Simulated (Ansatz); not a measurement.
# Energy over volume and axial ratio for HfO2 (tetragonal-ZrO2 type, space group P4_2/nmc)

HfO2 (tetragonal-ZrO2 type, space group P4_2/nmc)

Space group P4₂/nmc, origin choice 1 (No. 137); a = 3.577 Å, b = 3.577 Å, c = 5.203 Å, α = 90.00°, β = 90.00°, γ = 90.00°

| atom | site | symmetry | x | y | z |
|---|---|---|---|---|---|
| Hf | 2a | -4m2 | 0.0000 | 0.0000 | 0.0000 |
| O | 4d | 2mm. | 0.0000 | 0.5000 | 0.1962 |

The relaxed cell is deformed in two ways at once: its volume V is scaled, and at that volume it is stretched along z (the c axis of the conventional cell) so that c/a changes. Fractional atomic positions are held.

Calculation: r2SCAN (plane waves to 500 eV, PAW, scalar-relativistic; Ansatz, a quantum-chemistry and plane-wave program). k mesh 9×9×7 (Γ-centred), Fermi-Dirac smearing 0.05 eV. Energies are smeared free energies. Compression counts positive. As the atoms are clamped, bonds stretch with the cell, which overstates energies and stresses. HfO2 is run without spin polarisation. HfO2 was relaxed with its symmetry unable to fall. Spin-orbit coupling is left out, though Hf is heavy. This is a high-temperature form of HfO2. The zero of ΔE is the relaxed starting cell.

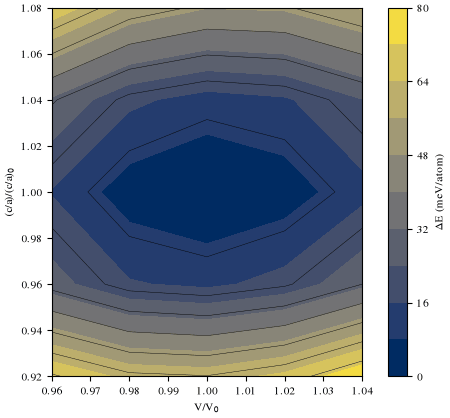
Fig. 1. ΔE (meV/atom) over the 5×5 grid of computed points.

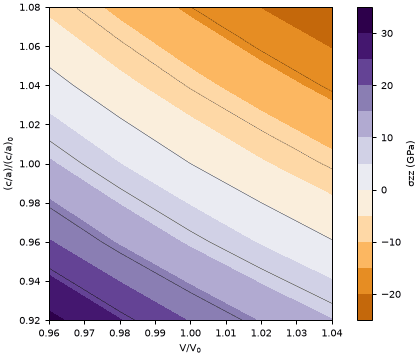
Figure: σzz (GPa) over the 5×5 grid of computed points.

The modulus against c/a change at fixed volume, (3/4V)·∂²E/∂(ln c/a)² (fit, atoms clamped) comes out as 182 GPa, an upper bound as the atoms could relax. Highest place on the grid: V/V₀ = 1.040, (c/a)/(c/a)₀ = 0.920 (78.0 meV/atom). Lowest place on the grid: V/V₀ = 1.000, (c/a)/(c/a)₀ = 1.000 (0.0 meV/atom).

Near the relaxed cell σzz − σxx = −2Cδ (compression positive), C being this modulus and δ the logarithm of the ratio.

(A scan under strain: stresses follow from slopes of the energy per volume, elastic moduli from its curvatures.)
